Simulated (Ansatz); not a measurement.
**Geometry relaxation of BSiH6F (part 1 of 2)**

System: BSiH6F.
Method: RKS B3LYP-D4/def2-TZVP (Ansatz 0.2.0).

It belongs to a series of runs on one base structure; here: end point A relaxed. Figures and captions count atoms from 1; the log counts them from 0 in places.

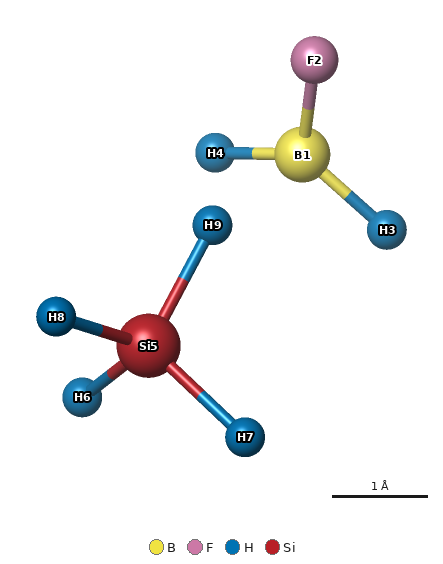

The input geometry (ball-and-stick view, seen at a tilt; atoms are numbered from 1 in the order of the input).

**Input**
```yaml
crystal:
  periodic: [false, false, false]
  atoms:
    - { symbol: B, position_ang: [-0.011699, 0.406724, 0.026273] }
    - { symbol: F, position_ang: [0.008856, 1.02184, 1.198778] }
    - { symbol: H, position_ang: [1.024354, 0.251144, -0.547426] }
    - { symbol: H, position_ang: [-1.066672, 0.171984, -0.478145] }
    - { symbol: Si, position_ang: [0.106047, -2.578052, 1.040901] }
    - { symbol: H, position_ang: [-0.692185, -3.029524, -0.120395] }
    - { symbol: H, position_ang: [1.518616, -2.966811, 0.857969] }
    - { symbol: H, position_ang: [-0.44129, -3.146983, 2.295824] }
    - { symbol: H, position_ang: [0.038272, -1.114723, 1.183622] }
basis:
  gaussian: { orbitals: def2-TZVP }
hamiltonian:
  xc: b3lyp
  dispersion: d4
relax:
  f_tol: 0.03
  max_steps: 50
output:
  orbitals: {}
```

Hardware: 4 threads of Arm Neoverse V1, 24 GiB of memory available, shared host.

Command:
```bash
ansatz run input.yaml --threads 4 --pin off --max-ram 5120MiB --backend cpu --events-out ev --progress --plain --runs-dir out
```

**Log**
```
The last accepted step is kept in [file] (removed where the run ends without a failure and the disk answers)
Engine: ansatz 0.2.0, aarch64-unknown-linux-gnu
Functional definition: B3LYP
  parameter a0 = 0.2
  parameter ax = 0.72
  parameter ac = 0.81
  exchange = (1 - a0 - ax)*slater_x + ax*b88_x + a0*exact_x
  correlation = (1 - ac)*vwn_rpa_c + ac*lyp_c
850 factors; their error is unknown
mean field evaluation 1: about -11369.9393 eV, gradient 3.0e1 eV
mean field evaluation 2: about -11369.3240 eV, gradient 4.1e1 eV
mean field evaluation 4: about -11371.5514 eV, gradient 1.1e0 eV
mean field evaluation 8: about -11371.5848 eV, gradient 1.5e-1 eV
mean field -11371.58479396 eV, -417.8980332410 hartree, gradient 4.4e-5 eV, S^2 0.000000; 0 other end points of the search recorded, 0 dependent functions left out
the calculation of the forces begins
reference -11371.58506755 eV, -417.8980432951 hartree; 17, 17 occupied and 118, 118 virtual orbitals, 850 factors
relax step   1: F+E_penalty+E_count = -11371.76296079 eV  Δ(F+E_penalty+E_count) = +0.000e0 eV  max|allowed force component| = 6.114e-1 eV/Å  Δτ_max = 0.0000 Å  (24 SCF iters, accepted)
these checks for a lower state are left out or cut short: starts, cluster_reference, orbital_swaps, neighbouring_geometries, increment
850 factors; their error is unknown
mean field evaluation 16: about -11371.4553 eV, gradient 7.9e0 eV
mean field -11371.66523725 eV, -417.9009894776 hartree, gradient 2.1e-5 eV, S^2 0.000000; 0 other end points of the search recorded, 0 dependent functions left out
[... from here on the field's lines of each further geometry are left out, up to the last ...]
relax step   2: F+E_penalty+E_count = -11371.83831604 eV  Δ(F+E_penalty+E_count) = -7.536e-2 eV  max|allowed force component| = 5.645e-1 eV/Å  Δτ_max = 0.1955 Å  (27 SCF iters, accepted)
relax step   3: F+E_penalty+E_count = -11371.78933194 eV  Δ(F+E_penalty+E_count) = +4.898e-2 eV  max|allowed force component| = 1.133e0 eV/Å  Δτ_max = 0.1956 Å  (28 SCF iters, rejected (line search))
relax step   4: F+E_penalty+E_count = -11371.86872864 eV  Δ(F+E_penalty+E_count) = -3.041e-2 eV  max|allowed force component| = 2.890e-1 eV/Å  Δτ_max = 0.0954 Å  (29 SCF iters, accepted)
relax step   5: F+E_penalty+E_count = -11371.88779085 eV  Δ(F+E_penalty+E_count) = -1.906e-2 eV  max|allowed force component| = 1.100e-1 eV/Å  Δτ_max = 0.0876 Å  (27 SCF iters, accepted)
relax step   6: F+E_penalty+E_count = -11371.90059148 eV  Δ(F+E_penalty+E_count) = -1.280e-2 eV  max|allowed force component| = 1.471e-1 eV/Å  Δτ_max = 0.1457 Å  (28 SCF iters, accepted)
relax step   7: F+E_penalty+E_count = -11371.90399359 eV  Δ(F+E_penalty+E_count) = -3.402e-3 eV  max|allowed force component| = 1.695e-1 eV/Å  Δτ_max = 0.1023 Å  (29 SCF iters, accepted)
relax step   8: F+E_penalty+E_count = -11371.90531643 eV  Δ(F+E_penalty+E_count) = -1.323e-3 eV  max|allowed force component| = 8.273e-2 eV/Å  Δτ_max = 0.0550 Å  (29 SCF iters, accepted)
relax step   9: F+E_penalty+E_count = -11371.90670184 eV  Δ(F+E_penalty+E_count) = -1.385e-3 eV  max|allowed force component| = 1.049e-2 eV/Å  Δτ_max = 0.0574 Å  (28 SCF iters, accepted)
relax step  10: F+E_penalty+E_count = -11371.90702093 eV  Δ(F+E_penalty+E_count) = -3.191e-4 eV  max|allowed force component| = 8.290e-2 eV/Å  Δτ_max = 0.0616 Å  (28 SCF iters, accepted)
relax step  11: F+E_penalty+E_count = -11371.90715344 eV  Δ(F+E_penalty+E_count) = -1.325e-4 eV  max|allowed force component| = 7.620e-2 eV/Å  Δτ_max = 0.0151 Å  (29 SCF iters, accepted)
relax step  12: F+E_penalty+E_count = -11371.90801404 eV  Δ(F+E_penalty+E_count) = -8.606e-4 eV  max|allowed force component| = 1.090e-2 eV/Å  Δτ_max = 0.0355 Å  (28 SCF iters, accepted)
relax step  13: F+E_penalty+E_count = -11371.90853682 eV  Δ(F+E_penalty+E_count) = -5.228e-4 eV  max|allowed force component| = 9.114e-2 eV/Å  Δτ_max = 0.0700 Å  (29 SCF iters, accepted)
relax step  14: F+E_penalty+E_count = -11371.90807191 eV  Δ(F+E_penalty+E_count) = +4.649e-4 eV  max|allowed force component| = 1.581e-1 eV/Å  Δτ_max = 0.1040 Å  (28 SCF iters, rejected (line search))
relax step  15: F+E_penalty+E_count = -11371.90878310 eV  Δ(F+E_penalty+E_count) = -2.463e-4 eV  max|allowed force component| = 1.090e-1 eV/Å  Δτ_max = 0.0513 Å  (28 SCF iters, accepted)
relax step  16: F+E_penalty+E_count = -11371.90917714 eV  Δ(F+E_penalty+E_count) = -3.940e-4 eV  max|allowed force component| = 5.585e-2 eV/Å  Δτ_max = 0.0489 Å  (28 SCF iters, accepted)
relax step  17: F+E_penalty+E_count = -11371.90933772 eV  Δ(F+E_penalty+E_count) = -1.606e-4 eV  max|allowed force component| = 3.381e-2 eV/Å  Δτ_max = 0.0078 Å  (29 SCF iters, accepted)
relax step  18: F+E_penalty+E_count = -11371.90976090 eV  Δ(F+E_penalty+E_count) = -4.232e-4 eV  max|allowed force component| = 6.606e-3 eV/Å  Δτ_max = 0.0358 Å  (28 SCF iters, accepted)
the calculation of the forces begins
reference -11371.75134839 eV, -417.9041540033 hartree; 17, 17 occupied and 118, 118 virtual orbitals, 850 factors
relax step  19: F+E_penalty+E_count = -11371.90992720 eV  Δ(F+E_penalty+E_count) = -1.663e-4 eV  max|allowed force component| = 1.328e-2 eV/Å  Δτ_max = 0.0403 Å  (29 SCF iters, accepted)
```

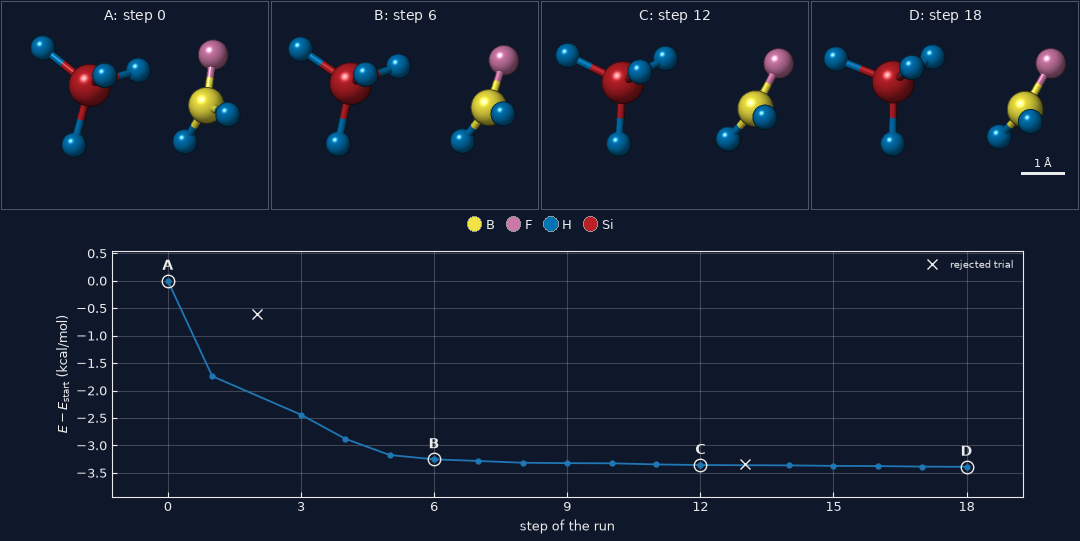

Frames of the relaxation (ball-and-stick view, seen at a tilt) above the curves, on which the letters mark them (the first geometry is step 0 here and step 1 in the log).

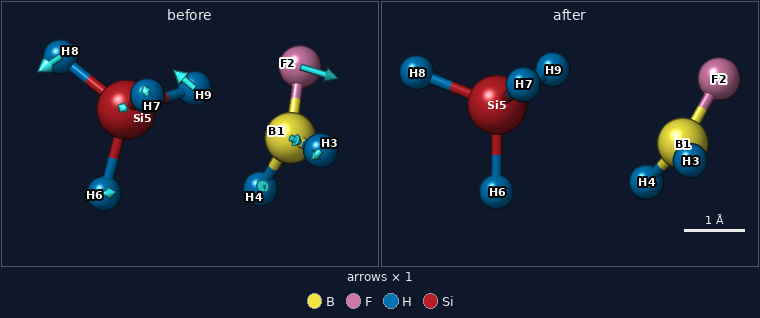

Before (left) and after (right) the relaxation, at one scale (ball-and-stick view, seen at a tilt). The teal arrows give the displacements, at true length. F2 moves most after the best rigid fit: 0.69 Å. Largest moves by element: F 0.69 Å, H 0.54 Å, B 0.26 Å, Si 0.19 Å. Distances before and after: Si5–H9 1.472 → 1.484 Å. Among the angles that change: H8–Si5–H9 106.4° → 108.8°. After 18 geometry steps the energy has fallen by 3.39 kcal/mol. The largest force component goes from 0.61 to 0.013 eV/Å. The line search rejected the trial steps at points 2, 13 (counted from 0) and went back. (Atoms are counted from 1 in the order of the input.)

```
850 factors; their error is unknown
mean field -11371.75106690 eV, -417.9041436588 hartree, gradient 2.7e-5 eV, S^2 0.000000; 1 other end points of the search recorded, 0 dependent functions left out
the calculation of the forces begins
reference -11371.75134839 eV, -417.9041540033 hartree; 17, 17 occupied and 118, 118 virtual orbitals, 850 factors
Total energy: -11371.91020869 eV, -417.9099920116 hartree
Atom 0 at    -0.058199     0.629010    -0.091296 Å, force     0.007910    -0.011774    -0.001749 eV/Å
Atom 1 at     0.217160     1.545310     0.821835 Å, force    -0.003568    -0.005510    -0.009757 eV/Å
Atom 2 at     0.858286     0.096915    -0.642204 Å, force    -0.012369     0.007662     0.009873 eV/Å
Atom 3 at    -1.204546     0.407263    -0.336479 Å, force     0.007709     0.007012     0.007016 eV/Å
Atom 4 at     0.136550    -2.739219     1.138708 Å, force     0.001341    -0.000415    -0.000022 eV/Å
Atom 5 at    -0.505027    -2.901359    -0.184520 Å, force     0.001572    -0.000974     0.003514 eV/Å
Atom 6 at     1.587163    -3.010877     1.030099 Å, force    -0.013283     0.006581     0.005858 eV/Å
Atom 7 at    -0.480079    -3.665705     2.114578 Å, force     0.005305     0.005323    -0.006301 eV/Å
Atom 8 at    -0.067010    -1.345740     1.606679 Å, force     0.005383    -0.007905    -0.008432 eV/Å
Dipole moment:    -0.028173    -0.178843    -0.087890 e Å
```

**Trajectory as extended XYZ (Å, eV, eV/Å), 19 frames, from step=1 to step=19**
```
9
Properties=species:S:1:pos:R:3:forces:R:3 step=1 energy=-11371.76296
B    -0.0117    0.4067    0.0263    0.0075   0.0086  -0.2672
F     0.0089    1.0218    1.1988   -0.0200   0.6114   0.2142
H     1.0244    0.2511   -0.5474    0.0179  -0.0567   0.0278
H    -1.0667    0.1720   -0.4781   -0.0402  -0.0046   0.0221
Si    0.1060   -2.5781    1.0409   -0.0158  -0.3983   0.0759
H    -0.6922   -3.0295   -0.1204   -0.0005   0.0698   0.0254
H     1.5186   -2.9668    0.8580    0.0307  -0.0174   0.0206
H    -0.4413   -3.1470    2.2958    0.0340  -0.0261  -0.0630
H     0.0383   -1.1147    1.1836   -0.0137  -0.1867  -0.0558
9
Properties=species:S:1:pos:R:3:forces:R:3 step=2 energy=-11371.83832
B    -0.0143    0.4416    0.0429    0.0035   0.5645  -0.0063
F     0.0006    1.2085    1.1413   -0.0053  -0.1841  -0.2891
H     1.0215    0.2455   -0.5224    0.0015  -0.1088   0.1456
H    -1.0683    0.1874   -0.4575   -0.0177  -0.0820   0.1310
Si    0.1113   -2.6396    1.0443   -0.0164  -0.1301   0.0147
H    -0.6954   -3.0528   -0.1230    0.0150  -0.0245   0.0181
H     1.5299   -3.0076    0.8642    0.0037  -0.0566   0.0104
H    -0.4393   -3.1959    2.2993    0.0215  -0.0661  -0.0326
H     0.0383   -1.1716    1.1684   -0.0059   0.0877   0.0081
9
Properties=species:S:1:pos:R:3:forces:R:3 step=3 energy=-11371.78933 accepted=F
B    -0.0251    0.5709    0.0112    0.2214  -0.4913   0.8942
F    -0.0058    1.3957    1.0850   -0.0132  -0.5078  -1.1329
H     1.0327    0.1559   -0.4395   -0.4823   0.6327   0.0940
H    -1.0866    0.1491   -0.3897    0.2765   0.5418   0.0072
Si    0.1176   -2.6856    1.0369   -0.0284   0.2558   0.0244
H    -0.6932   -3.0790   -0.1327    0.0189  -0.1232  -0.0109
H     1.5394   -3.0462    0.8644   -0.0045  -0.1017  -0.0102
H    -0.4344   -3.2367    2.2902    0.0024  -0.1179   0.0019
H     0.0397   -1.2085    1.1315    0.0092  -0.0883   0.1322
9
Properties=species:S:1:pos:R:3:forces:R:3 step=4 energy=-11371.86873
B    -0.0192    0.5081    0.0314    0.0500  -0.1184  -0.2890
F    -0.0022    1.2933    1.0977    0.0008   0.1313   0.0679
H     1.0248    0.2314   -0.4930   -0.1082   0.0755   0.0890
H    -1.0769    0.1953   -0.4341    0.0492   0.0733   0.0616
Si    0.1140   -2.6673    1.0473   -0.0154   0.0260   0.0182
H    -0.6918   -3.0780   -0.1210    0.0093  -0.0424   0.0022
H     1.5319   -3.0402    0.8693    0.0046  -0.0525   0.0030
H    -0.4354   -3.2334    2.2971    0.0088  -0.0663  -0.0109
H     0.0392   -1.1935    1.1629    0.0009  -0.0265   0.0580
9
Properties=species:S:1:pos:R:3:forces:R:3 step=5 energy=-11371.88779
B    -0.0226    0.5821   -0.0154    0.0352  -0.0522   0.0623
F    -0.0019    1.3248    1.0842   -0.0037   0.0458  -0.1100
H     1.0186    0.3024   -0.5296   -0.0036   0.0577   0.0151
H    -1.0799    0.2699   -0.4695   -0.0332   0.0562   0.0031
Si    0.1153   -2.7098    1.0738   -0.0047   0.0169   0.0180
H    -0.6875   -3.1108   -0.1007    0.0052  -0.0255  -0.0019
H     1.5310   -3.0915    0.8896    0.0043  -0.0321  -0.0037
H    -0.4304   -3.3136    2.3081    0.0010  -0.0413  -0.0078
H     0.0415   -1.2380    1.2170   -0.0005  -0.0255   0.0250
9
Properties=species:S:1:pos:R:3:forces:R:3 step=6 energy=-11371.90059
B    -0.0253    0.6417   -0.0307    0.0241   0.1419   0.0534
F    -0.0042    1.4553    1.0194    0.0001  -0.1193  -0.1471
H     1.0169    0.3365   -0.5276   -0.0089   0.0090   0.0416
H    -1.0854    0.3145   -0.4681   -0.0172   0.0028   0.0309
Si    0.1171   -2.7569    1.0901    0.0027  -0.0139   0.0146
H    -0.6819   -3.1456   -0.0917   -0.0003   0.0001  -0.0039
H     1.5310   -3.1449    0.8986    0.0030  -0.0016  -0.0033
H    -0.4259   -3.3987    2.3072   -0.0025  -0.0065  -0.0058
H     0.0421   -1.2863    1.2603   -0.0010  -0.0124   0.0195
9
Properties=species:S:1:pos:R:3:forces:R:3 step=7 energy=-11371.90399
B    -0.0295    0.7331   -0.0766    0.0142  -0.1695   0.0053
F    -0.0046    1.5287    0.9767    0.0032   0.1115   0.0650
H     1.0134    0.4049   -0.5536    0.0073   0.0336  -0.0349
H    -1.0925    0.3913   -0.4937   -0.0253   0.0300  -0.0397
Si    0.1194   -2.8118    1.1186   -0.0001  -0.0376   0.0359
H    -0.6762   -3.1827   -0.0724   -0.0021   0.0236   0.0003
H     1.5315   -3.2058    0.9173   -0.0018   0.0236  -0.0025
H    -0.4213   -3.4982    2.3154    0.0049   0.0359  -0.0289
H     0.0440   -1.3440    1.3257   -0.0003  -0.0511  -0.0005
```
